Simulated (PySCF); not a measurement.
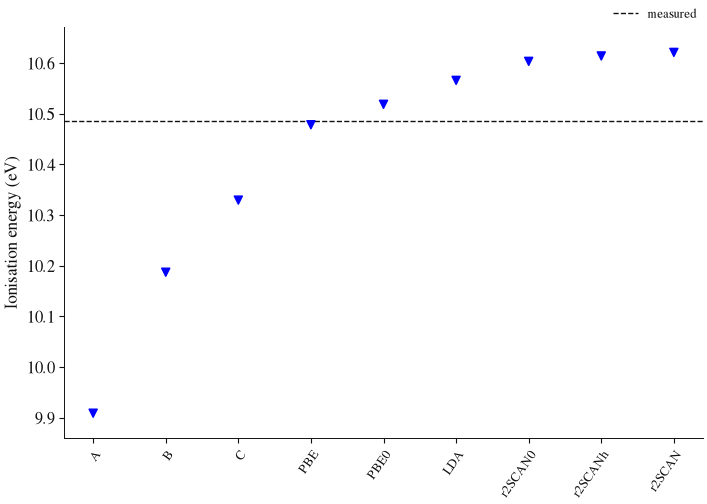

The ionisation energy of neutral phosphorus ([Ne] 3s² 3p³ → [Ne] 3s² 3p²) by several methods, in rising order. PySCF, an even-tempered basis 22s15p6d5f, spin-free X2C-1e, unrestricted single determinants, no spin-orbit coupling. Methods marked “outer” freeze 2 core electrons. The lettered entries are HF, MP2 outer and SCS-MP2 outer in some order.

Which letter is which method?

A is HF (9.909 eV); B is SCS-MP2 outer (10.187 eV); C is MP2 outer (10.329 eV). The values run from 9.909 eV (HF) to 10.621 eV (r2SCAN). The measured value is 10.487 eV; nearest to it come PBE (−0.008) and PBE0 (+0.032), furthest HF (−0.578 eV). These values lack spin-orbit coupling; with the first-order correction of −0.035 eV added, PBE0 comes nearest (−0.003).
